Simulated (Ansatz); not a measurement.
Sn4SeS3

Input file:

```
crystal:
  lattice:
    - [4.3212155087, 0.0, 0.0380018588]
    - [0.0, 4.1298597919, 0.0]
    - [-0.5623891195, 0.0, 11.7331489672]
  atoms:
    - { symbol: Sn, position: [0.9844701571, 0.5, 0.0031014136] }
    - { symbol: Sn, position: [0.3146690385, 0.0, 0.7548936999] }
    - { symbol: Sn, position: [0.3577833564, 0.5, 0.4935559566] }
    - { symbol: Sn, position: [0.7799886695, 0.0, 0.2429227542] }
    - { symbol: Se, position: [0.8920818598, 0.0, 0.4768606308] }
    - { symbol: S, position: [0.3771813896, 0.5, 0.2700743855] }
    - { symbol: S, position: [0.3943142965, 0.0, 0.9780738378] }
    - { symbol: S, position: [0.8995112326, 0.5, 0.7805173214] }
basis:
  ecutwfc: 420
kpoints:
  mp_grid: { grid: [8, 10, 4] }
hamiltonian:
  xc: pbe
scf:
  occupations: { method: fixed }
output:
  forces: true
  stress: true
  eigenvalues: true
  write_density: true
  write_potential: true
  elf: true
  volumetric_format: npy
relax:
  adjacent_minimum: "off"
  f_tol: 0.001
  max_steps: 60
  cell: { stress_tol: 0.01 }
```

Run with:

```sh
ansatz run input.yaml --threads 4 --pin off --max-ram 8192MiB --backend cpu --events-out ev --progress --plain --runs-dir out
```

Below, planes, directions and counts refer to the conventional cell (a = 4.32 Å, b = 4.13 Å, c = 11.75 Å, α = 90.00°, β = 92.24°, γ = 90.00°).

Space group Pm; a structure generated by program, which may or may not match a known phase.

Theory: DFT PBE, scalar-relativistic, plane waves, PAW (Ansatz).

Q: What will maps of the valence pseudo-density and electron localisation function show?

A: Sn–S (2.63 Å): ρ at the midpoint is about 0.39 e/Å³; the ELF peaks at about 0.85 in the valence shell of S, 0.9 Å from its nucleus, and is about 0.50 at the midpoint.
Sn–Se (2.77 Å): the density is about 0.35 e/Å³ at the midpoint; the ELF is about 0.55 at the midpoint.

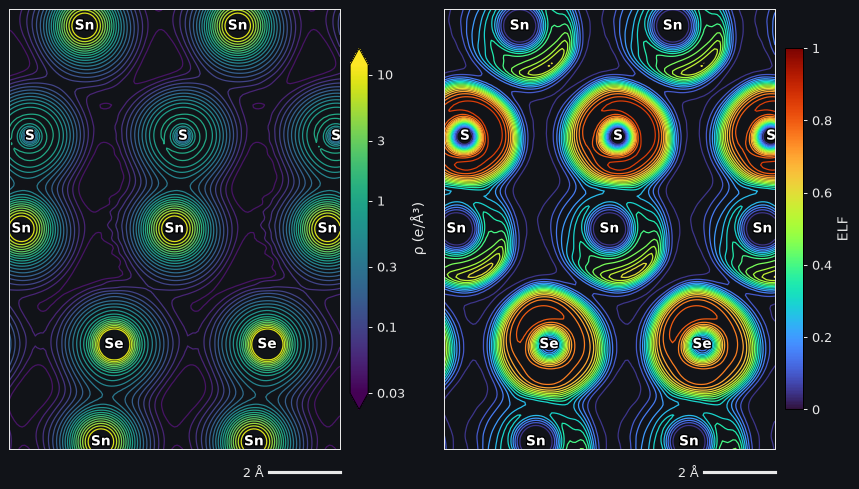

Computed valence pseudo-density and electron localisation function on the (010) plane of the conventional cell, in this order. 

Core electrons are frozen (PAW), and the valence fields are smoothed inside the atomic spheres.
